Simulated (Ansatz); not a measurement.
# BH3S (SMILES BS): levels of theory compared

Aim: a comparison of 5 runs (HSE06/STO-3G, UB3LYP/STO-3G, UPBE/STO-3G, r2SCAN/STO-3G, CCSD/STO-3G) of BH3S. 

Program for the calculation: Ansatz 0.2.0.

54 further runs of the same task are left out: 2 that didn't finish, 52 set aside as unsound or not needed.

## Step 1: The structure to begin with

The species is BH3S (5 atoms), meant as a singlet with charge 0. As SMILES, `BS`. The S2–B1 distance was set to 4.412 Å, away from the relaxed value. At this shape a bond of the SMILES string is far longer than usual.

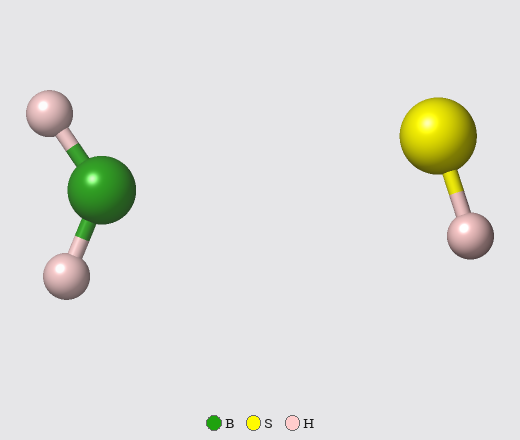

Viewed from a chosen angle; boron green, sulfur yellow, hydrogen pink.

## Step 2: The energy at HSE06/STO-3G (run 1)

input.yaml

```yaml
crystal:
  periodic: [false, false, false]
  atoms:
    - {symbol: B, position_ang: [-1.222802, -2.907857, 0.451701]}
    - {symbol: S, position_ang: [0.161700, 1.236900, -0.154300]}
    - {symbol: H, position_ang: [-2.393602, -3.043257, 0.627801]}
    - {symbol: H, position_ang: [-0.463602, -3.824457, 0.437801]}
    - {symbol: H, position_ang: [1.476100, 1.004400, -0.313600]}
basis:
  gaussian: {orbitals: STO-3G}
hamiltonian: {xc: hse06}
accuracy: high
```

On the command line:

```
$ ansatz run input.yaml --threads 1 --pin off --max-ram 2610MiB --events-out events.jsonl --progress --plain --runs-dir runs
```

What it wrote:

```text
Warning: RAYON_NUM_THREADS=1 ignored (pool sized by the plan → 1); use --threads N
Functional definition: HSE06
  name "HSE06"
  parameter a = 0.25
  parameter omega = 0.11/bohr
  exchange = pbe_x - a*pbe_x_sr(omega) + a*exact_x_sr(omega)
  correlation = pbe_c
251 factors; integrals over basis functions are off by at most 3.1e-8 eV
66 factors; integrals over basis functions are off by at most 1.9e-9 eV
mean field evaluation 1: about -11410.2373 eV, gradient 1.9e1 eV
mean field evaluation 2: about -11310.7230 eV, gradient 7.0e1 eV
mean field evaluation 4: about -11410.5233 eV, gradient 1.6e1 eV
mean field evaluation 8: about -11410.5568 eV, gradient 1.6e1 eV
mean field evaluation 16: about -11418.6299 eV, gradient 1.2e-4 eV
mean field evaluation 32: about -11418.6161 eV, gradient 1.8e-1 eV
mean field -11418.62985208 eV, -419.6269072388 hartree, gradient 5.5e-9 eV, S^2 0.000000; 2 other end points of the search recorded, 0 dependent functions left out
reference -11418.62985420 eV, -419.6269073164 hartree; 12, 12 occupied and 5, 5 virtual orbitals, 251 factors
Total energy: -11418.62985420 eV, -419.6269073164 hartree
```

Run time: 1.6 s. Hardware: 1 thread of Arm Neoverse V1, shared host.

## Step 3: A single-point energy at UB3LYP/STO-3G (run 2)

run.yaml

```yaml
crystal:
  periodic: [false, false, false]
  atoms:
    - {symbol: B, position_ang: [-1.222802, -2.907857, 0.451701]}
    - {symbol: S, position_ang: [0.161700, 1.236900, -0.154300]}
    - {symbol: H, position_ang: [-2.393602, -3.043257, 0.627801]}
    - {symbol: H, position_ang: [-0.463602, -3.824457, 0.437801]}
    - {symbol: H, position_ang: [1.476100, 1.004400, -0.313600]}
basis:
  gaussian: {orbitals: STO-3G}
magnetization: {spin_polarized: true, initial_magnetization: 0}
hamiltonian: {xc: {name: B3LYP}}
accuracy: high
```

On the command line:

```
$ ansatz run run.yaml --threads 1 --pin off --max-ram 2610MiB --events-out events.jsonl --progress --plain --runs-dir runs
```

What it wrote:

```text
Warning: RAYON_NUM_THREADS=1 ignored (pool sized by the plan → 1); use --threads N
Functional definition: B3LYP
  name "B3LYP"
  parameter a0 = 0.2
  parameter ax = 0.72
  parameter ac = 0.81
  exchange = (1 - a0 - ax)*slater_x + ax*b88_x + a0*exact_x
  correlation = (1 - ac)*vwn_rpa_c + ac*lyp_c
251 factors; integrals over basis functions are off by at most 3.1e-8 eV
mean field evaluation 1: about -11415.3732 eV, gradient 1.3e1 eV
mean field evaluation 2: about -11316.0324 eV, gradient 4.9e1 eV
mean field evaluation 4: about -11415.6512 eV, gradient 1.2e1 eV
mean field evaluation 8: about -11415.6847 eV, gradient 1.1e1 eV
mean field evaluation 16: about -11426.0443 eV, gradient 6.9e-1 eV
mean field evaluation 32: about -11426.0503 eV, gradient 1.6e-3 eV
mean field -11426.05033446 eV, -419.8996049362 hartree, gradient 3.7e-8 eV, S^2 0.999188; 4 other end points of the search recorded, 0 dependent functions left out
reference -11426.05036611 eV, -419.8996060996 hartree; 12, 12 occupied and 5, 5 virtual orbitals, 251 factors
Total energy: -11426.05036611 eV, -419.8996060996 hartree
```

Wall time 4.5 s (1 thread of Arm Neoverse V1, shared host); peak memory 0.12 GiB.

Run 3 isn't shown in full; the table further down has it.

## Step 4: The energy at r2SCAN/STO-3G (run 4)

job.yaml

```yaml
crystal:
  periodic: [false, false, false]
  atoms:
    - {symbol: B, position_ang: [-1.222802, -2.907857, 0.451701]}
    - {symbol: S, position_ang: [0.161700, 1.236900, -0.154300]}
    - {symbol: H, position_ang: [-2.393602, -3.043257, 0.627801]}
    - {symbol: H, position_ang: [-0.463602, -3.824457, 0.437801]}
    - {symbol: H, position_ang: [1.476100, 1.004400, -0.313600]}
basis:
  gaussian: {orbitals: STO-3G}
hamiltonian: {xc: r2scan}
accuracy: high
```

On the command line:

```
$ ansatz run job.yaml --threads 1 --pin off --max-ram 2610MiB --events-out events.jsonl --progress --plain --runs-dir runs
```

What it wrote:

```text
Warning: RAYON_NUM_THREADS=1 ignored (pool sized by the plan → 1); use --threads N
Functional definition: r2SCAN
  name "r2SCAN"
  parameter k0 = 0.174
  parameter k1 = 0.065
  parameter a1 = 4.9479
  exchange = r2scan_x(k0 = k0, k1 = k1, a1 = a1)
  correlation = r2scan_c
251 factors; integrals over basis functions are off by at most 3.1e-8 eV
mean field evaluation 1: about -11414.1522 eV, gradient 1.8e1 eV
mean field evaluation 2: about -11313.9881 eV, gradient 7.1e1 eV
mean field evaluation 4: about -11414.9351 eV, gradient 1.4e1 eV
mean field evaluation 8: about -11414.8906 eV, gradient 1.4e1 eV
mean field evaluation 16: about -11422.9693 eV, gradient 1.6e-3 eV
mean field evaluation 32: about -11422.3779 eV, gradient 8.7e0 eV
mean field evaluation 64: about -11422.9089 eV, gradient 2.1e-1 eV
mean field -11422.96931382 eV, -419.7863795162 hartree, gradient 6.2e-9 eV, S^2 0.000000; 5 other end points of the search recorded, 0 dependent functions left out
reference -11422.96931427 eV, -419.7863795326 hartree; 12, 12 occupied and 5, 5 virtual orbitals, 251 factors
Total energy: -11422.96931427 eV, -419.7863795326 hartree
```

It took 6 s on 1 thread of Arm Neoverse V1, shared host; peak memory 0.13 GiB.

## Step 5: A single-point energy at CCSD/STO-3G (run 5)

Changes to input.yaml since step 2:

```diff
@@ -9,4 +9,11 @@
 basis:
-  gaussian: {orbitals: STO-3G}
-hamiltonian: {xc: hse06}
+  gaussian:
+    orbitals: STO-3G
+magnetization:
+  spin_polarized: false
+correlation:
+  method: ccsd
+  frozen_orbitals: {B: 1, H: 0, S: 5}
 accuracy: high
+scf:
+  omitted_lower_state_checks: [cluster_reference, increment]
```

On the command line:

```
$ ansatz run input.yaml --threads 1 --pin off --max-ram 2610MiB --events-out events.jsonl --progress --plain --runs-dir runs
```

What it wrote (excerpt; [...] marks lines left out):

```text
Warning: RAYON_NUM_THREADS=1 ignored (pool sized by the plan → 1); use --threads N
Functional definition: HF
  name "HF"
[...]
251 factors; integrals over basis functions are off by at most 3.1e-8 eV
[...]
mean field -11398.95766386 eV, -418.9039676560 hartree, gradient 3.0e-8 eV, S^2 0.000000; 3 other end points of the search recorded, 0 dependent functions left out; unrestricted orbitals would lower it
6 core orbitals not correlated: weight in the atoms' cores, before any rotation towards them, 1.000 or more for the frozen orbitals, at most 0.000 for the correlated occupied ones
reference -11398.95766386 eV, -418.9039676560 hartree; 6, 6 occupied and 5, 5 virtual orbitals, 251 factors
second order -6.15174567 eV of doubles, -0.00000000 eV of singles
cycle   1  -3.34150434 eV  change    -1.4e0 eV  update   1.6e-1
[...]
cycle  43  -7.38413217 eV  change  -6.8e-10 eV  update  2.4e-10
WARN: these amplitudes may be one of several solutions (largest doubles amplitude 0.97, level shift 13.95 eV)
Total energy: -11406.34179603 eV, -419.1753295081 hartree
Checks for a lower state left out: cluster_reference, increment
```

It took 0.16 s on 1 thread of Arm Neoverse V1, shared host.

## Step 6: The series

| run | level | frozen core orbitals | energy (Eh) | wall time |
| --- | --- | --- | --- | --- |
| 1 | HSE06/STO-3G | – | -419.626907 | 1.6 s |
| 2 | UB3LYP/STO-3G | – | -419.899606 | 4.5 s |
| 3 | UPBE/STO-3G | – | -419.640930 | 5.4 s |
| 4 | r2SCAN/STO-3G | – | -419.786380 | 6 s |
| 5 | CCSD/STO-3G | 6 | -419.175330 | 0.16 s |

## Step 7: Results

```
                                          quantity          value
                               run 5: total energy  -419.17533 Eh
run 5: correlation energy (6 core orbitals frozen)     -271.4 mEh
                              run 5: T1 diagnostic          0.045
```

Totals of different functionals can't be ranked against each other. In run 5 the T1 diagnostic is large, so a single reference may not serve. In run 5 the log says that unrestricted orbitals would lower the reference, so the values rest on an unstable closed-shell determinant (other closed-shell runs at this shape may share the fault). In runs 1, 2, 3, 4, 5 the basis is minimal, so the values are rough. Spin contamination of the reference: run 2 ⟨S²⟩ = 1.00, run 3 ⟨S²⟩ = 0.99. Where it is this large, the reference is a mixture of spin states, and values that rest on it are in doubt. All runs together took 18 s, the longest 6 s.
